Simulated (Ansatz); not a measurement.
**RuB2 (MoSi2 type): response to moved atoms and strain**

Aim: move atoms of RuB2 (MoSi2 type) or strain its cell, and read the forces, the stress and the rise in energy. This structure was made by substitution into a known type, so it needn't be the compound's stable form.

Method: DFT PBEsol, scalar-relativistic, plane waves, PAW, in Ansatz 0.2.0.

2 further runs of the same task are left out: 2 that didn't finish.

## (1) The starting structure

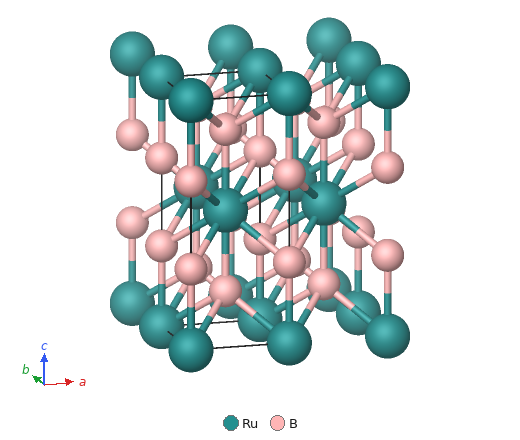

Start, viewed slightly off an axis; ruthenium teal, boron pink. 2×2×1 cells are drawn. Atoms on the faces are drawn again on the opposite ones. The cell drawn here is the conventional one.

Structure file:

```xyz
3
Lattice="-1.3621 1.3621 3.4058 1.3621 -1.3621 3.4058 1.3621 1.3621 -3.4058" Properties=species:S:1:pos:R:3 pbc="T T T"
Ru    0.0000    0.0000    0.0000
B     0.0000    0.0000    2.2045
B     0.0000    0.0000    4.6070
```

This cell comes from an earlier session at PBEsol: 8.426 Å³/atom at -0.02 GPa, on a 16×16×16 mesh.

The changes: atom 2 (B) moved 0.08 Å along z; strain e2 = +0.02, atoms carried along.

## (2) Atom 2 (B) moved 0.08 Å along z

Contents of input.yaml:

```yaml
crystal:
  lattice:
    - [-1.3621455181, 1.3621455181, 3.4057907074]
    - [1.3621455181, -1.3621455181, 3.4057907074]
    - [1.3621455181, 1.3621455181, -3.4057907074]
  atoms:
    - { symbol: Ru, position: [0.0, 0.0, 0.0] }
    - { symbol: B, position: [0.335389567, 0.335389567, 0.0] }
    - { symbol: B, position: [0.6763551359, 0.6763551359, 0.0] }
basis:
  ecutwfc: 420
  ecutrho_ratio: 4
kpoints:
  mp_grid: { grid: [16, 16, 16] }
hamiltonian:
  xc: pbesol
scf:
  occupations: { method: gaussian, width: 0.05 }
output:
  forces: true
  stress: true
  eigenvalues: true
  write_density: true
  write_potential: true
  elf: true
  volumetric_format: npy
```

Command:

```console
$ ansatz run input.yaml --threads 4 --pin off --max-ram 4096MiB --backend cpu --events-out ev --progress --plain --runs-dir out
```

The log of the run:

```text
Warning: RAYON_NUM_THREADS=4 ignored (pool sized by the plan → 4); use --threads N
Engine: ansatz 0.2.0, aarch64-unknown-linux-gnu
Pseudopotentials: kind: paw
Pseudopotential: Ru, paw, valence charge 16, recommended cutoff 420 eV (normal), Ru.paw.azcp
Pseudopotential: B, paw, valence charge 3, recommended cutoff 420 eV (normal), B.paw.azcp
Functional definition: PBEsol
  exchange = pbesol_x
  correlation = pbesol_c
Crystal: 3 atoms, lattice volume = 25.277 Å³
Basis set: ecut = 420 eV, 511 PW (Γ), exchange–correlation on 54×54×54 points (8 copies of the dense FFT grid, shifted against one another)
Bands: 15, of which v1, the nominal top of the filled ones, is band 11 counted from 1 (10 counted from 0)
Symmetry: 8 space group operations
Space group: I4mm (ITA 107), of the structure as read, at distance tolerance 2.9e-5 Å
k-points: 349 of 4096 (time reversal used)
Non-local potential: Ru, projectors of the file, l = 0: 3, l = 1: 2, l = 2: 2, l = 3: 1
Non-local potential: B, projectors of the file, l = 0: 2, l = 1: 2, l = 2: 1
PAW form: soft (Blöchl's): semilocal exchange-correlation on the pseudo side does not see the compensation charge
PAW frozen core: Ru, regenerated for the run's functional, and the local potential with it (the file was generated under x = pbe(κ = 0.804, μ = 0.2195149727645171), c = pbe(β = 0.06672455060314922))
PAW frozen core: B, regenerated for the run's functional, and the local potential with it (the file was generated under x = pbe(κ = 0.804, μ = 0.2195149727645171), c = pbe(β = 0.06672455060314922))
PAW one-centre angular grid: Ru, 590 points (default); XC on 64 Gauss nodes
PAW one-centre angular grid: B, 110 points (default); XC on 64 Gauss nodes
Initial density: superposition of atomic densities (neutral atoms: chi_scale 0, normalization atom), corrected by the library's trained network
Initial wavefunctions: pseudopotential atomic-orbital guess
Functional: x = pbesol(κ = 0.804, μ = 0.12345679012345678), c = pbesol(β = 0.046)
SCF iter   1: F=—  HF=-6121.713349 eV  |F-HF|=—  |Δ(HF+E_count)|=         —  Δρ=7.45e-3  dr2=7.22e-3  ethr=1.77e-3  ⟨swp⟩=5.3  Hψ=25407  notcnv=0
preconditioner: auto → Kerker (q_TF=auto, 2.666 Å⁻¹)  [metal: Δε(μ)=0.021 eV  Ē_g=9.432 eV  σ=0.050 eV  W_gap=0.22  n_scr=10 (ndim 8)  ℏωp=27.6 eV  f_vac=0.000  D(μ)=0.21/eV (n_scr^D=0)]
SCF iter   2: F=—  HF=-6121.711728 eV  |F-HF|=—  |Δ(HF+E_count)|=   1.62e-3  Δρ=4.23e-3  dr2=2.53e-3  ethr=3.28e-5  ⟨swp⟩=2.6  Hψ=9772  notcnv=0
SCF iter   3: F=—  HF=-6121.710846 eV  |F-HF|=—  |Δ(HF+E_count)|=   8.82e-4  Δρ=5.13e-4  dr2=7.63e-5  ethr=1.15e-5  ⟨swp⟩=2.2  Hψ=7447  notcnv=0
SCF iter   4: F=—  HF=-6121.710828 eV  |F-HF|=—  |Δ(HF+E_count)|=   1.78e-5  Δρ=1.99e-4  dr2=7.22e-6  ethr=3.47e-7  ⟨swp⟩=2.6  Hψ=8524  notcnv=0
SCF iter   5: F=—  HF=-6121.710826 eV  |F-HF|=—  |Δ(HF+E_count)|=   1.56e-6  Δρ=6.13e-5  dr2=7.53e-7  ethr=3.28e-8  ⟨swp⟩=2.4  Hψ=7611  notcnv=0
SCF iter   6: F=-6121.710826 eV  HF=-6121.710826 eV  |F-HF|=4.40e-8  |Δ(HF+E_count)|=   1.71e-7  Δρ=1.59e-5  dr2=6.62e-8  ethr=4.55e-10  ⟨swp⟩=9.0  Hψ=36712  notcnv=0
SCF 1 converged in 6 iterations: F = -6121.710826 eV  dr2 = 6.62e-8
SCF converged after 6 iterations
Free energy (F): -6121.710826 eV
Harris-Foulkes:  -6121.710826 eV  (|F-HF|=4.40e-8)
Internal energy: -6121.710565 eV  (E = F + TS)
E sigma→0 (E₀):  -6121.710695 eV
Entropy (-TS):   -0.000261 eV (-0.087 meV/atom)
Fermi energy:    18.857980 eV
--- Per-component energies (eV) ---
  E_band       = -62.501917
  E_kinetic    = 610.462696
  E_local      = -1627.375759  (includes V_loc(G=0)·N_el)
  E_nonlocal   = 366.549798
  E_hartree    = 565.831989
  E_xc         = -254.956990
  E_vxc        = -316.999904  (∫ρ·V_xc dr)
  E_paw        = -3549.714840  (= ΣΔE_a)
  E_vpaw       = -226.812862  (= ΣTr[D̂ρ^β])
  E_aug_tail   = -0.000198  (compensation charges beyond the density's cutoff)
  E_ewald      = -2232.789979
  E_core_change = 0.282718  (= ΣΔE_core)
  E_smearing   = -0.000261  (= −TS)
  E_closure    = 0.000000  (closes the sum)
  Σ components = -6121.710826   (vs F -6121.710826, Δ=0.00e0)
--- Forces (eV/Å), atoms counted from 1 ---
  atom   1  Ru    -0.00000000    -0.00000000     0.53408020
  atom   2  B     -0.00000000    -0.00000000    -0.83848725
  atom   3  B      0.00000000     0.00000000     0.30441928
  max |Σ_I F_I| component: 1.22e-5 eV/Å
--- Stress (GPa, compression-positive) ---
        2.924130       0.000000      -0.000000
        0.000000       2.924130      -0.000000
        0.000000       0.000000      -1.765544
  P = ⅓ Tr σ = 1.3609 GPa (13.609 kbar)
--- Band table (eV; the first three rows and the last of 349) ---
  k-point 0: bands = ["-54.3353", "-24.3394", "-24.1895", "-24.1895", "5.0829", "11.1467", "13.6681", "15.3603", "15.3603", "17.1685", "18.4876", "23.8325", "24.6796", "24.6796", "24.8511"]
  k-point 1: bands = ["-54.3312", "-24.3353", "-24.2099", "-24.2074", "5.2378", "11.2964", "13.7776", "15.0355", "15.1055", "17.5930", "18.1032", "23.4060", "24.0375", "24.5366", "24.7175"]
  k-point 2: bands = ["-54.3197", "-24.3238", "-24.2668", "-24.2582", "5.6909", "11.7084", "14.1002", "14.4486", "14.5088", "17.1051", "18.3269", "23.0031", "23.2590", "24.0848", "24.7082"]
  k-point 348: bands = ["-54.3341", "-24.3765", "-24.1932", "-24.1932", "7.7103", "8.3268", "13.4393", "16.0504", "17.2232", "17.2232", "18.5386", "19.4415", "19.4415", "23.8835", "27.5981"]
```

Wall time 9.8 s (4 threads of Arm Neoverse N1, shared host); peak memory 0.45 GiB.

Read off: volume 8.426 Å³/atom, pressure 1.36 GPa, metallic.

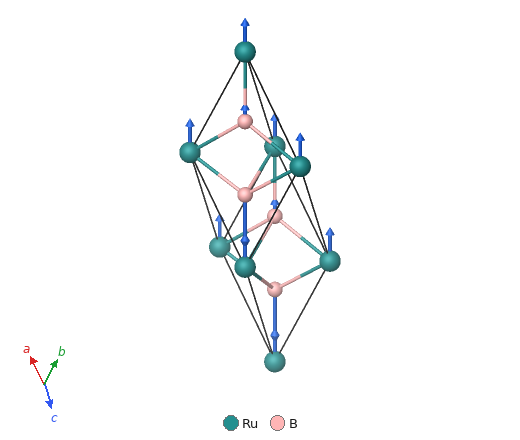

Forces on the atoms; the longest arrow is 0.84 eV/Å.

Axes a, b and c in the maps are those of this run's conventional cell (a, b, c = 2.724, 2.724, 6.812 Å).

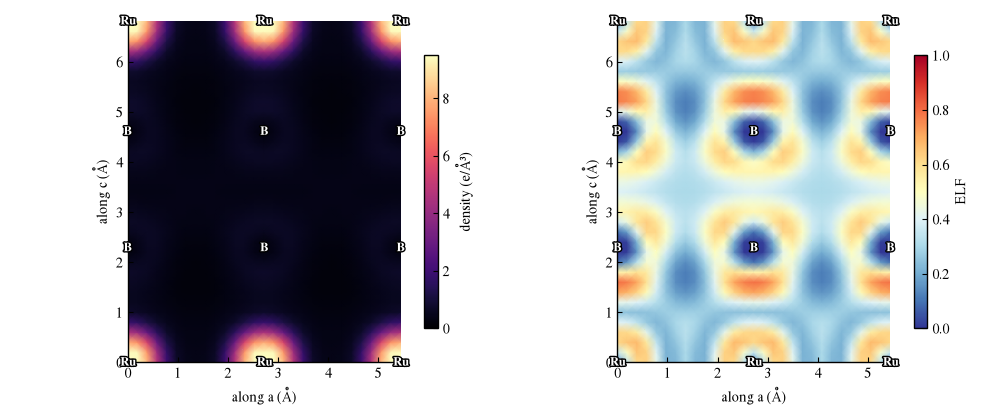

Density (left) and ELF (right) in a lattice plane of the grid's cell (edges 2.72 and 6.81 Å, at 0.000 of the third edge), which holds Ru and B. Only atoms in the plane are labelled. Both are smooth fields of the valence electrons: close to the nuclei they are not physical.

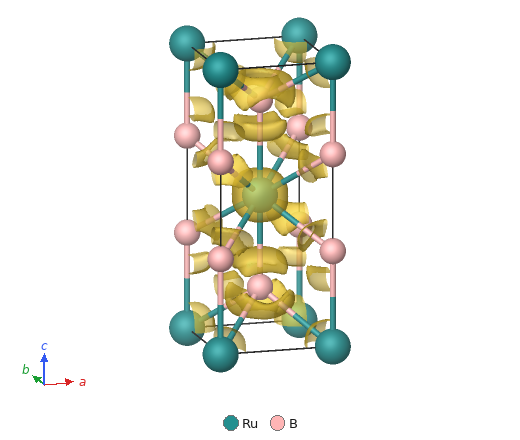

Surface of ELF = 0.60, drawn in one cell.

Maxima of ELF outside the ion cores: 0.80 in the shell around B, 0.7 Å from B; 0.66 on the B–Ru line, 0.8 Å from B.

## (3) Strain e2 = +0.02, atoms carried along

Contents of input.yaml:

```yaml
crystal:
  lattice:
    - [-1.3621455181, 1.3893884285, 3.4057907074]
    - [1.3621455181, -1.3893884285, 3.4057907074]
    - [1.3621455181, 1.3893884285, -3.4057907074]
  atoms:
    - { symbol: Ru, position: [0.0, 0.0, 0.0] }
    - { symbol: B, position: [0.3236448641, 0.3236448641, 0.0] }
    - { symbol: B, position: [0.6763551359, 0.6763551359, 0.0] }
basis:
  ecutwfc: 420
  ecutrho_ratio: 4
kpoints:
  mp_grid: { grid: [16, 16, 16] }
hamiltonian:
  xc: pbesol
scf:
  occupations: { method: gaussian, width: 0.05 }
output:
  forces: true
  stress: true
  eigenvalues: true
```

Command:

```console
$ ansatz run input.yaml --threads 4 --pin off --max-ram 4096MiB --backend cpu --events-out ev --progress --plain --runs-dir out
```

The log of the run:

```text
Warning: RAYON_NUM_THREADS=4 ignored (pool sized by the plan → 4); use --threads N
basis.fft_grid_basis auto: the FFT boxes are laid along the combinations [[1, 0, 1], [0, 1, 1], [0, 0, 1]] of the cell's own vectors, 2.779, 2.724 and 3.922 Å long. The dense box has 20×20×27 points. Along the cell's own vectors, as sized, it would have 27×27×27, 1.82 times as many. Of the 8 symmetry operations that the crystal satisfies within crystal.symmetry.tolerance (time reversal apart; of a slab, those that keep its plane) the dense box along the cell's own vectors carries 8, and the one as laid loses 6 of those. basis.fft_grid_basis: typed keeps the cell's own vectors: state it where this run's energies or levels are differenced outside the engine with another run's, or held beside a run that keeps those vectors.
[... 7 set-up lines as earlier in the session ...]
Crystal: 3 atoms, lattice volume = 25.783 Å³
Basis set: ecut = 420 eV, 535 PW (Γ), FFT grids on a1+a3, a2+a3, a3, exchange–correlation on 40×40×54 points (8 copies of the dense FFT grid, shifted against one another)
Bands: 15, of which v1, the nominal top of the filled ones, is band 11 counted from 1 (10 counted from 0)
[... 1 set-up line as earlier in the session ...]
Space group: Immm (ITA 71), of the structure as read, at distance tolerance 3.0e-5 Å
k-points: 621 of 4096
[... 10 set-up lines as earlier in the session ...]
SCF iter   1: F=—  HF=-6121.726284 eV  |F-HF|=—  |Δ(HF+E_count)|=         —  Δρ=7.13e-3  dr2=8.01e-3  ethr=1.77e-3  ⟨swp⟩=5.3  Hψ=44801  notcnv=0
preconditioner: auto → Kerker (q_TF=auto, 2.657 Å⁻¹)  [metal: Δε(μ)=0.034 eV  Ē_g=9.215 eV  σ=0.050 eV  W_gap=0.37  n_scr=10 (ndim 8)  ℏωp=27.4 eV  f_vac=0.000  D(μ)=0.24/eV (n_scr^D=0)]
SCF iter   2: F=—  HF=-6121.724617 eV  |F-HF|=—  |Δ(HF+E_count)|=   1.67e-3  Δρ=4.10e-3  dr2=2.70e-3  ethr=3.64e-5  ⟨swp⟩=2.0  Hψ=15146  notcnv=0
SCF iter   3: F=—  HF=-6121.723674 eV  |F-HF|=—  |Δ(HF+E_count)|=   9.43e-4  Δρ=7.16e-4  dr2=1.58e-4  ethr=1.23e-5  ⟨swp⟩=2.6  Hψ=15420  notcnv=0
SCF iter   4: F=—  HF=-6121.723649 eV  |F-HF|=—  |Δ(HF+E_count)|=   2.54e-5  Δρ=2.12e-4  dr2=7.26e-6  ethr=7.18e-7  ⟨swp⟩=2.6  Hψ=13331  notcnv=0
SCF iter   5: F=—  HF=-6121.723644 eV  |F-HF|=—  |Δ(HF+E_count)|=   4.50e-6  Δρ=5.85e-5  dr2=6.97e-7  ethr=3.30e-8  ⟨swp⟩=2.1  Hψ=15224  notcnv=0
SCF iter   6: F=—  HF=-6121.723644 eV  |F-HF|=—  |Δ(HF+E_count)|=   1.51e-7  Δρ=1.97e-5  dr2=1.42e-7  ethr=4.55e-10  ⟨swp⟩=5.4  Hψ=42724  notcnv=0
SCF iter   7: F=-6121.723644 eV  HF=-6121.723644 eV  |F-HF|=4.98e-9  |Δ(HF+E_count)|=   2.36e-8  Δρ=3.96e-6  dr2=6.77e-9  ethr=4.55e-10  ⟨swp⟩=4.0  Hψ=28571  notcnv=0
SCF 1 converged in 7 iterations: F = -6121.723644 eV  dr2 = 6.77e-9
SCF converged after 7 iterations
Free energy (F): -6121.723644 eV
Harris-Foulkes:  -6121.723644 eV  (|F-HF|=4.98e-9)
Internal energy: -6121.723342 eV  (E = F + TS)
E sigma→0 (E₀):  -6121.723493 eV
Entropy (-TS):   -0.000302 eV (-0.101 meV/atom)
Fermi energy:    18.340642 eV
--- Per-component energies (eV) ---
  E_band       = -70.200130
  E_kinetic    = 608.376758
  E_local      = -1637.184318  (includes V_loc(G=0)·N_el)
  E_nonlocal   = 366.435616
  E_hartree    = 567.462968
  E_xc         = -254.226954
  E_vxc        = -316.041114  (∫ρ·V_xc dr)
  E_paw        = -3549.618919  (= ΣΔE_a)
  E_vpaw       = -226.715912  (= ΣTr[D̂ρ^β])
  E_aug_tail   = -0.000182  (compensation charges beyond the density's cutoff)
  E_ewald      = -2223.251029
  E_core_change = 0.282718  (= ΣΔE_core)
  E_smearing   = -0.000302  (= −TS)
  E_closure    = 0.000000  (closes the sum)
  Σ components = -6121.723644   (vs F -6121.723644, Δ=0.00e0)
--- Forces (eV/Å), atoms counted from 1 ---
  atom   1  Ru     0.00000000     0.00000000     0.00000000
  atom   2  B      0.00000000    -0.00000000     0.09305684
  atom   3  B      0.00000000     0.00000000    -0.09305684
  max |Σ_I F_I| component: 5.55e-17 eV/Å
--- Stress (GPa, compression-positive) ---
       -2.664554       0.000000      -0.000000
        0.000000     -13.293469      -0.000000
       -0.000000      -0.000000      -2.887262
  P = ⅓ Tr σ = -6.2818 GPa (-62.818 kbar)
--- Band table (eV; the first three rows and the last of 621) ---
  k-point 0: bands = ["-54.7139", "-24.7564", "-24.5938", "-24.5221", "4.7467", "11.0328", "13.5023", "14.7005", "15.0844", "16.7109", "18.1148", "23.6126", "23.9524", "24.1349", "24.4213"]
  k-point 1: bands = ["-54.7104", "-24.7528", "-24.6091", "-24.5412", "4.8954", "11.1766", "13.6096", "14.4472", "14.7914", "17.0974", "17.7690", "23.1713", "23.2668", "23.8004", "24.5652"]
  k-point 2: bands = ["-54.7002", "-24.7426", "-24.6524", "-24.5948", "5.3310", "11.5717", "13.8997", "13.9300", "14.2037", "16.8558", "17.7525", "22.4835", "22.7950", "23.3576", "24.5656"]
  k-point 620: bands = ["-54.7128", "-24.7922", "-24.5976", "-24.5257", "7.2460", "8.3260", "13.2596", "15.4294", "16.7855", "17.0271", "18.1696", "18.5257", "19.0317", "23.3604", "27.2051"]
```

Wall time 6.5 s (4 threads of Arm Neoverse N1, shared host); peak memory 0.49 GiB.

This gives: volume 8.594 Å³/atom, pressure -6.28 GPa, metallic.

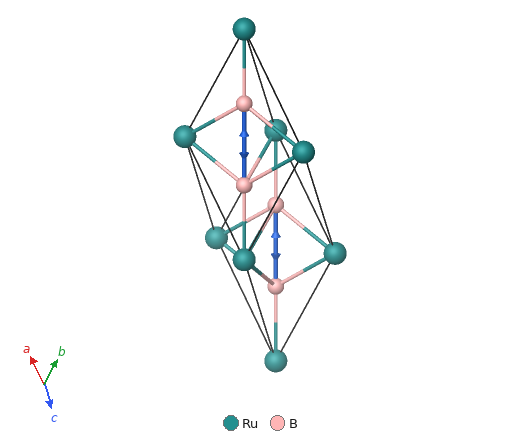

Forces on the atoms; the longest arrow is 0.09 eV/Å.

## (4) The distortions side by side

| change | change of free energy (meV/atom) | largest force (eV/Å) | largest change of stress (GPa) |
| --- | --- | --- | --- |
| atom 2 (B) moved 0.08 Å along z | 11.42 | 0.838 | 2.96 |
| strain e2 = +0.02, atoms carried along | 7.15 | 0.093 | 13.26 |

Moving atom 2 by 0.08 Å meets a restoring force of 0.838 eV/Å along the move, a force constant of about 10.5 eV/Å². The strain e2 = +0.02 changes that stress component by -13.26 GPa (compression positive), a ratio of 663 GPa; that is a secant over a finite strain with the atoms carried along, not the elastic constant. No change lowers the energy by more than 0.5 meV/atom; other distortions weren't tried.
